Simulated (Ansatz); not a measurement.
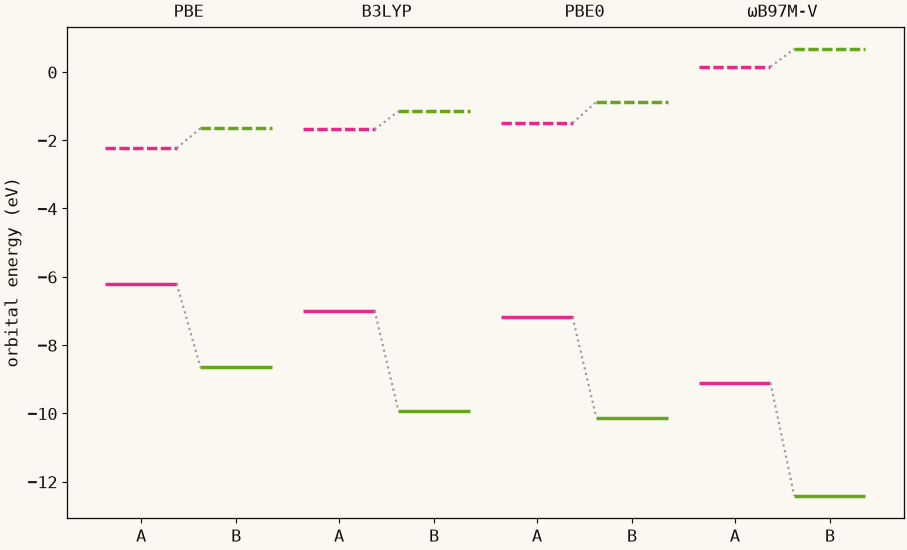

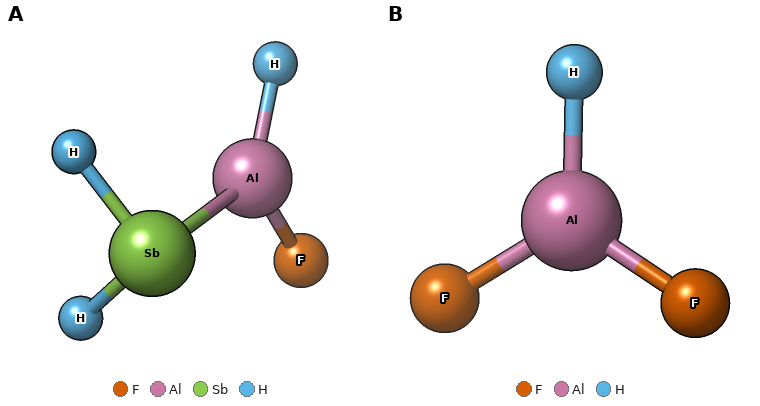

One change: A, AlSbH₃F (SMILES [F][AlH][SbH2]), becomes B, AlHF₂ (SMILES [F][AlH][F]). SbH₂ on Al is replaced by F. HOMO (solid) and LUMO (dashed) computed in def2-TZVPP at PBE0-D4/def2-TZVP geometries, both minima by their frequencies, gas phase, the Ansatz code. Empty levels above zero depend strongly on the basis.

### What does the change do to HOMO and LUMO?

PBE: the HOMO falls by 2.45 eV, the LUMO rises by 0.58 eV, and the separation goes from 3.97 to 7.00 eV. B3LYP: the HOMO falls by 2.94 eV, the LUMO rises by 0.53 eV, and the separation goes from 5.31 to 8.77 eV. PBE0: the HOMO falls by 2.94 eV, the LUMO rises by 0.62 eV, and the separation goes from 5.69 to 9.25 eV. ωB97M-V: the HOMO falls by 3.31 eV, the LUMO rises by 0.53 eV, and the separation goes from 9.26 to 13.10 eV.

### Do the functionals agree on the effect?

They agree on the direction for both levels; the HOMO shift lies between −3.31 and −2.45 eV and the LUMO shift between 0.53 and 0.62 eV, while the separations themselves differ by up to 6.1 eV between functionals.

Known limits of this run: core potentials past krypton; spin-orbit coupling is left out, and with Sb it can shift these values.
